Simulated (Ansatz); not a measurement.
## Geometry relaxation of Si₅H₁₃Cl (part 1 of 2)

- system: Si₅H₁₃Cl
- method: RKS PBE0-D4/def2-TZVP (Ansatz 0.2.0)

The geometry is a transition state displaced along its imaginary mode. The reaction was set up to form Si1–Si4 and Cl2–H3 and to break Si1–Cl2 and H3–Si4 (atoms counted from 1 in the order of the input); sticks are drawn by distance alone. Figures and captions count atoms from 1; the log counts them from 0 in places.

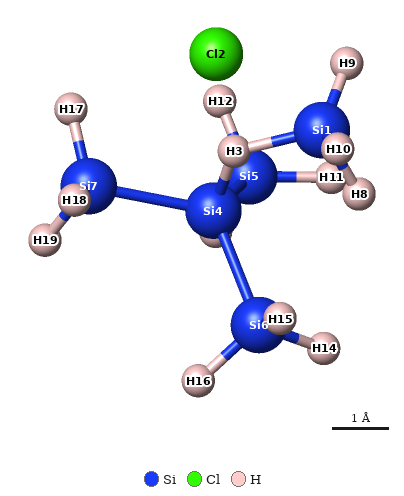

Figure 1. The starting structure (ball-and-stick view, seen at a tilt; atoms are numbered from 1 in the order of the input). Bond lengths as drawn: H–Si 1.46 to 1.64 Å and Si–Si 2.33 to 2.35 Å.

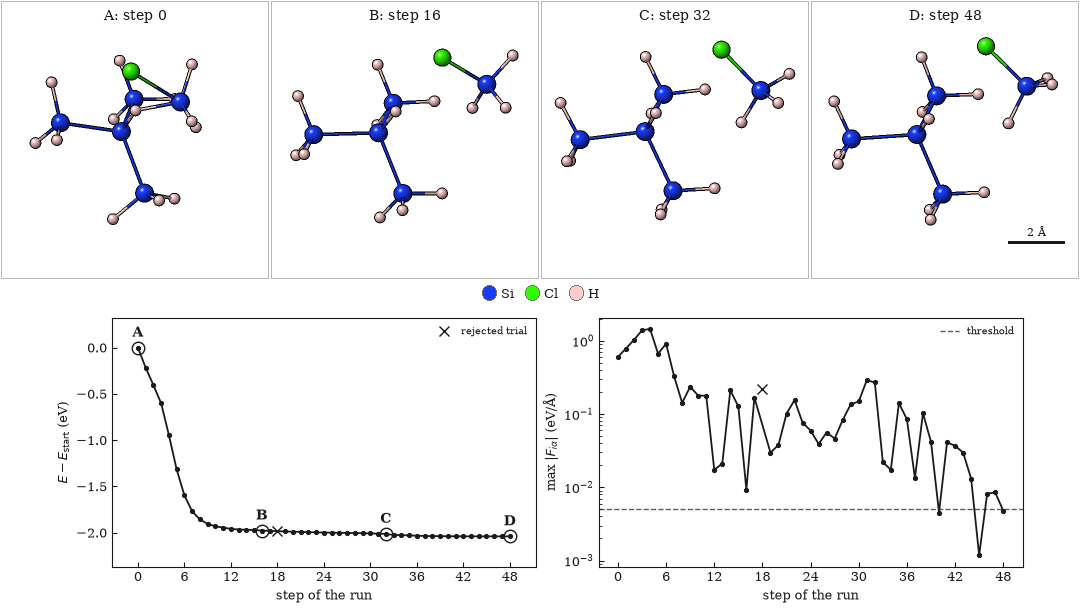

Figure 2. Frames of the relaxation (ball-and-stick view, seen at a tilt) above the curves, on which the letters mark them (the first geometry is step 0 here and step 1 in the log).

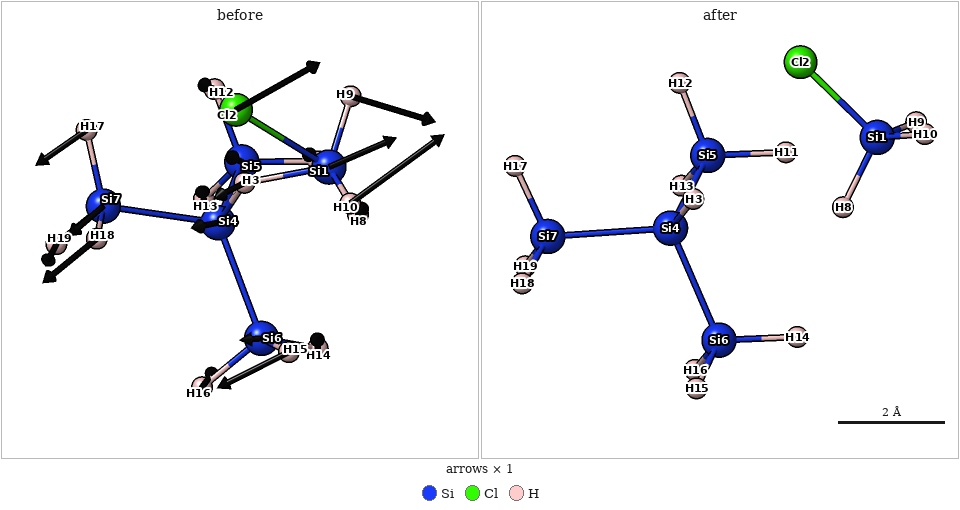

Figure 3. Before (left) and after (right) the relaxation, at one scale (ball-and-stick view, seen at a tilt). The black arrows give the displacements, at true length. After 48 geometry steps the energy has fallen by 2.039 eV. The largest force component goes from 0.61 to 0.0048 eV/Å. The line search rejected the trial step at point 18 (counted from 0) and went back. The atom that moves furthest after the best rigid fit is Cl2 (2.25 Å). Largest moves by element: Cl 2.25 Å, H 2.23 Å, Si 1.42 Å. Among the contacts that change: Si1–H3 1.640 → 3.713 Å, Si1–Cl2 2.517 → 2.056 Å, Si1–H8 1.554 → 1.481 Å, H3–Si4 1.537 → 1.491 Å. Bonds break: Si1–H3 (1.64 → 3.71 Å). Among the angles that change: Cl2–Si1–H8 156.3° → 108.5°, Cl2–Si1–H10 85.7° → 108.1°, H3–Si4–Si7 88.4° → 109.3°. (Atoms are counted from 1 in the order of the input.)

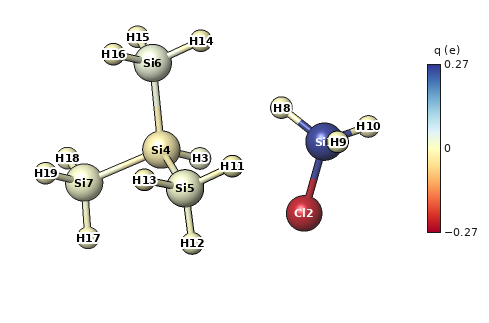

Figure 4. Mulliken charges, as the colour of each atom (ball-and-stick view, seen at a tilt; atoms are numbered from 1 in the order of the input; Mulliken charges depend strongly on the basis). By element: Si −0.02 to +0.26, Cl −0.24 and H −0.01 to +0.02 e.

These pictures come from the run below.

The input
```yaml
crystal:
  periodic: [false, false, false]
  atoms:
    - {symbol: Si, position_ang: [-0.619891, 1.618471, 1.512231]}
    - {symbol: Cl, position_ang: [-2.524611, 0.069522, 2.066042]}
    - {symbol: H, position_ang: [-0.764492, 0.108335, 0.889612]}
    - {symbol: Si, position_ang: [0.128548, -0.311611, -0.288913]}
    - {symbol: Si, position_ang: [-0.249039, 1.001737, -2.177343]}
    - {symbol: Si, position_ang: [2.342093, -0.392793, 0.502742]}
    - {symbol: Si, position_ang: [-1.007056, -2.347710, -0.340626]}
    - {symbol: H, position_ang: [0.683832, 2.073290, 0.798547]}
    - {symbol: H, position_ang: [-1.615620, 2.576959, 1.026654]}
    - {symbol: H, position_ang: [-0.208802, 1.432864, 2.898850]}
    - {symbol: H, position_ang: [0.243369, 2.387392, -1.965049]}
    - {symbol: H, position_ang: [-1.701745, 1.001137, -2.465954]}
    - {symbol: H, position_ang: [0.496098, 0.365568, -3.295289]}
    - {symbol: H, position_ang: [3.115126, 0.749562, -0.057425]}
    - {symbol: H, position_ang: [2.352965, -0.357876, 1.981066]}
    - {symbol: H, position_ang: [2.942807, -1.673173, 0.036271]}
    - {symbol: H, position_ang: [-2.424047, -2.112085, -0.704584]}
    - {symbol: H, position_ang: [-0.851942, -3.016603, 0.977443]}
    - {symbol: H, position_ang: [-0.337593, -3.172987, -1.394275]}
basis:
  gaussian: {orbitals: def2-TZVP}
hamiltonian: {xc: pbe0, dispersion: d4}
relax: {f_tol: 0.005, max_steps: 200}
```

Launch command:
```bash
ansatz run in.yaml --threads 4 --pin off --events-out ev --progress --plain --max-ram 66560MiB --backend cuda --devices 0, --max-vram 37GiB
```

The program's output
```
Functional definition: PBE0
  name "PBE0"
  cite "Adamo & Barone, J. Chem. Phys. 110, 6158 (1999) doi:10.1063/1.478522"
  cite "Perdew, Burke & Ernzerhof, Phys. Rev. Lett. 77, 3865 (1996) doi:10.1103/PhysRevLett.77.3865"
  parent pbe
  parameter a = 0.25
  parameter kappa = 0.804
  parameter beta = 0.06672455060314922
  exchange = (1 - a)*pbe_x(kappa = kappa, mu = beta*pi^2/3) + a*exact_x
  correlation = pbe_c(beta = beta)
2180 factors; their error is unknown
mean field evaluation 1: about -52100.5153 eV, gradient 2.0e1 eV
mean field evaluation 2: about -52100.7385 eV, gradient 1.9e1 eV
mean field evaluation 4: about -52101.6877 eV, gradient 1.4e0 eV
mean field evaluation 8: about -52101.6921 eV, gradient 1.7e-2 eV
mean field evaluation 16: about -52101.8945 eV, gradient 4.2e-5 eV
mean field -52101.89451246 eV, -1914.7093074004 hartree, gradient 4.3e-5 eV, S^2 0.000000; 0 other end points of the search recorded, 0 dependent functions left out
the calculation of the forces begins
reference -52101.89456322 eV, -1914.7093092658 hartree; 50, 50 occupied and 250, 250 virtual orbitals, 2180 factors
relax step   1: F+E_penalty+E_count = -52102.47352220 eV  Δ(F+E_penalty+E_count) = +0.000e0 eV  max|allowed force component| = 6.052e-1 eV/Å  Δτ_max = 0.0000 Å  (27 SCF iters, accepted)
these checks for a lower state are left out or cut short: starts, cluster_reference, orbital_swaps, neighbouring_geometries, increment
2180 factors; their error is unknown
mean field -52102.12269069 eV, -1914.7176927957 hartree, gradient 1.4e-5 eV, S^2 0.000000; 0 other end points of the search recorded, 0 dependent functions left out
[... from here on the field's lines of each further geometry are left out, up to the last ...]
relax step   2: F+E_penalty+E_count = -52102.68971974 eV  Δ(F+E_penalty+E_count) = -2.162e-1 eV  max|allowed force component| = 7.876e-1 eV/Å  Δτ_max = 0.1927 Å  (30 SCF iters, accepted)
relax step   3: F+E_penalty+E_count = -52102.87886999 eV  Δ(F+E_penalty+E_count) = -1.892e-1 eV  max|allowed force component| = 1.037e0 eV/Å  Δτ_max = 0.1947 Å  (29 SCF iters, accepted)
relax step   4: F+E_penalty+E_count = -52103.07579168 eV  Δ(F+E_penalty+E_count) = -1.969e-1 eV  max|allowed force component| = 1.392e0 eV/Å  Δτ_max = 0.1948 Å  (29 SCF iters, accepted)
relax step   5: F+E_penalty+E_count = -52103.41909342 eV  Δ(F+E_penalty+E_count) = -3.433e-1 eV  max|allowed force component| = 1.464e0 eV/Å  Δτ_max = 0.1922 Å  (29 SCF iters, accepted)
relax step   6: F+E_penalty+E_count = -52103.78990177 eV  Δ(F+E_penalty+E_count) = -3.708e-1 eV  max|allowed force component| = 6.684e-1 eV/Å  Δτ_max = 0.1963 Å  (29 SCF iters, accepted)
relax step   7: F+E_penalty+E_count = -52104.07024117 eV  Δ(F+E_penalty+E_count) = -2.803e-1 eV  max|allowed force component| = 9.169e-1 eV/Å  Δτ_max = 0.1948 Å  (28 SCF iters, accepted)
relax step   8: F+E_penalty+E_count = -52104.24152269 eV  Δ(F+E_penalty+E_count) = -1.713e-1 eV  max|allowed force component| = 3.276e-1 eV/Å  Δτ_max = 0.2000 Å  (28 SCF iters, accepted)
relax step   9: F+E_penalty+E_count = -52104.32997704 eV  Δ(F+E_penalty+E_count) = -8.845e-2 eV  max|allowed force component| = 1.428e-1 eV/Å  Δτ_max = 0.2000 Å  (27 SCF iters, accepted)
relax step  10: F+E_penalty+E_count = -52104.37726121 eV  Δ(F+E_penalty+E_count) = -4.728e-2 eV  max|allowed force component| = 2.367e-1 eV/Å  Δτ_max = 0.1963 Å  (27 SCF iters, accepted)
relax step  11: F+E_penalty+E_count = -52104.40423435 eV  Δ(F+E_penalty+E_count) = -2.697e-2 eV  max|allowed force component| = 1.789e-1 eV/Å  Δτ_max = 0.1949 Å  (27 SCF iters, accepted)
relax step  12: F+E_penalty+E_count = -52104.41701709 eV  Δ(F+E_penalty+E_count) = -1.278e-2 eV  max|allowed force component| = 1.787e-1 eV/Å  Δτ_max = 0.1448 Å  (28 SCF iters, accepted)
relax step  13: F+E_penalty+E_count = -52104.43177766 eV  Δ(F+E_penalty+E_count) = -1.476e-2 eV  max|allowed force component| = 1.734e-2 eV/Å  Δτ_max = 0.1371 Å  (27 SCF iters, accepted)
relax step  14: F+E_penalty+E_count = -52104.43854532 eV  Δ(F+E_penalty+E_count) = -6.768e-3 eV  max|allowed force component| = 2.112e-2 eV/Å  Δτ_max = 0.1570 Å  (25 SCF iters, accepted)
relax step  15: F+E_penalty+E_count = -52104.44152926 eV  Δ(F+E_penalty+E_count) = -2.984e-3 eV  max|allowed force component| = 2.118e-1 eV/Å  Δτ_max = 0.1951 Å  (27 SCF iters, accepted)
relax step  16: F+E_penalty+E_count = -52104.44510300 eV  Δ(F+E_penalty+E_count) = -3.574e-3 eV  max|allowed force component| = 1.273e-1 eV/Å  Δτ_max = 0.0157 Å  (28 SCF iters, accepted)
relax step  17: F+E_penalty+E_count = -52104.45023417 eV  Δ(F+E_penalty+E_count) = -5.131e-3 eV  max|allowed force component| = 9.313e-3 eV/Å  Δτ_max = 0.1163 Å  (27 SCF iters, accepted)
relax step  18: F+E_penalty+E_count = -52104.45328746 eV  Δ(F+E_penalty+E_count) = -3.053e-3 eV  max|allowed force component| = 1.686e-1 eV/Å  Δτ_max = 0.1956 Å  (27 SCF iters, accepted)
relax step  19: F+E_penalty+E_count = -52104.45001782 eV  Δ(F+E_penalty+E_count) = +3.270e-3 eV  max|allowed force component| = 2.231e-1 eV/Å  Δτ_max = 0.1995 Å  (27 SCF iters, rejected (line search))
relax step  20: F+E_penalty+E_count = -52104.45949994 eV  Δ(F+E_penalty+E_count) = -6.212e-3 eV  max|allowed force component| = 2.981e-2 eV/Å  Δτ_max = 0.0974 Å  (27 SCF iters, accepted)
relax step  21: F+E_penalty+E_count = -52104.46246789 eV  Δ(F+E_penalty+E_count) = -2.968e-3 eV  max|allowed force component| = 3.789e-2 eV/Å  Δτ_max = 0.0976 Å  (27 SCF iters, accepted)
relax step  22: F+E_penalty+E_count = -52104.46406337 eV  Δ(F+E_penalty+E_count) = -1.595e-3 eV  max|allowed force component| = 1.013e-1 eV/Å  Δτ_max = 0.1465 Å  (27 SCF iters, accepted)
relax step  23: F+E_penalty+E_count = -52104.46725496 eV  Δ(F+E_penalty+E_count) = -3.192e-3 eV  max|allowed force component| = 1.556e-1 eV/Å  Δτ_max = 0.1393 Å  (27 SCF iters, accepted)
relax step  24: F+E_penalty+E_count = -52104.46941387 eV  Δ(F+E_penalty+E_count) = -2.159e-3 eV  max|allowed force component| = 7.665e-2 eV/Å  Δτ_max = 0.0192 Å  (28 SCF iters, accepted)
relax step  25: F+E_penalty+E_count = -52104.47107417 eV  Δ(F+E_penalty+E_count) = -1.660e-3 eV  max|allowed force component| = 5.959e-2 eV/Å  Δτ_max = 0.0438 Å  (27 SCF iters, accepted)
relax step  26: F+E_penalty+E_count = -52104.47293035 eV  Δ(F+E_penalty+E_count) = -1.856e-3 eV  max|allowed force component| = 3.915e-2 eV/Å  Δτ_max = 0.0911 Å  (28 SCF iters, accepted)
relax step  27: F+E_penalty+E_count = -52104.47418499 eV  Δ(F+E_penalty+E_count) = -1.255e-3 eV  max|allowed force component| = 5.609e-2 eV/Å  Δτ_max = 0.1163 Å  (27 SCF iters, accepted)
relax step  28: F+E_penalty+E_count = -52104.47501383 eV  Δ(F+E_penalty+E_count) = -8.288e-4 eV  max|allowed force component| = 4.641e-2 eV/Å  Δτ_max = 0.0426 Å  (27 SCF iters, accepted)
relax step  29: F+E_penalty+E_count = -52104.47695719 eV  Δ(F+E_penalty+E_count) = -1.943e-3 eV  max|allowed force component| = 8.321e-2 eV/Å  Δτ_max = 0.1085 Å  (27 SCF iters, accepted)
relax step  30: F+E_penalty+E_count = -52104.47839209 eV  Δ(F+E_penalty+E_count) = -1.435e-3 eV  max|allowed force component| = 1.359e-1 eV/Å  Δτ_max = 0.0865 Å  (28 SCF iters, accepted)
relax step  31: F+E_penalty+E_count = -52104.48090018 eV  Δ(F+E_penalty+E_count) = -2.508e-3 eV  max|allowed force component| = 1.491e-1 eV/Å  Δτ_max = 0.0833 Å  (28 SCF iters, accepted)
relax step  32: F+E_penalty+E_count = -52104.48228256 eV  Δ(F+E_penalty+E_count) = -1.382e-3 eV  max|allowed force component| = 2.898e-1 eV/Å  Δτ_max = 0.1952 Å  (27 SCF iters, accepted)
relax step  33: F+E_penalty+E_count = -52104.48613720 eV  Δ(F+E_penalty+E_count) = -3.855e-3 eV  max|allowed force component| = 2.714e-1 eV/Å  Δτ_max = 0.0840 Å  (28 SCF iters, accepted)
relax step  34: F+E_penalty+E_count = -52104.49810064 eV  Δ(F+E_penalty+E_count) = -1.196e-2 eV  max|allowed force component| = 2.211e-2 eV/Å  Δτ_max = 0.1050 Å  (28 SCF iters, accepted)
relax step  35: F+E_penalty+E_count = -52104.49996287 eV  Δ(F+E_penalty+E_count) = -1.862e-3 eV  max|allowed force component| = 1.737e-2 eV/Å  Δτ_max = 0.0735 Å  (28 SCF iters, accepted)
relax step  36: F+E_penalty+E_count = -52104.50195426 eV  Δ(F+E_penalty+E_count) = -1.991e-3 eV  max|allowed force component| = 1.414e-1 eV/Å  Δτ_max = 0.1954 Å  (27 SCF iters, accepted)
relax step  37: F+E_penalty+E_count = -52104.50572034 eV  Δ(F+E_penalty+E_count) = -3.766e-3 eV  max|allowed force component| = 8.509e-2 eV/Å  Δτ_max = 0.0573 Å  (27 SCF iters, accepted)
relax step  38: F+E_penalty+E_count = -52104.50837456 eV  Δ(F+E_penalty+E_count) = -2.654e-3 eV  max|allowed force component| = 1.335e-2 eV/Å  Δτ_max = 0.0468 Å  (28 SCF iters, accepted)
relax step  39: F+E_penalty+E_count = -52104.50961170 eV  Δ(F+E_penalty+E_count) = -1.237e-3 eV  max|allowed force component| = 1.029e-1 eV/Å  Δτ_max = 0.1229 Å  (26 SCF iters, accepted)
relax step  40: F+E_penalty+E_count = -52104.51048198 eV  Δ(F+E_penalty+E_count) = -8.703e-4 eV  max|allowed force component| = 4.190e-2 eV/Å  Δτ_max = 0.0257 Å  (28 SCF iters, accepted)
relax step  41: F+E_penalty+E_count = -52104.51135517 eV  Δ(F+E_penalty+E_count) = -8.732e-4 eV  max|allowed force component| = 4.527e-3 eV/Å  Δτ_max = 0.0296 Å  (28 SCF iters, accepted)
relax step  42: F+E_penalty+E_count = -52104.51198758 eV  Δ(F+E_penalty+E_count) = -6.324e-4 eV  max|allowed force component| = 4.110e-2 eV/Å  Δτ_max = 0.0757 Å  (27 SCF iters, accepted)
```
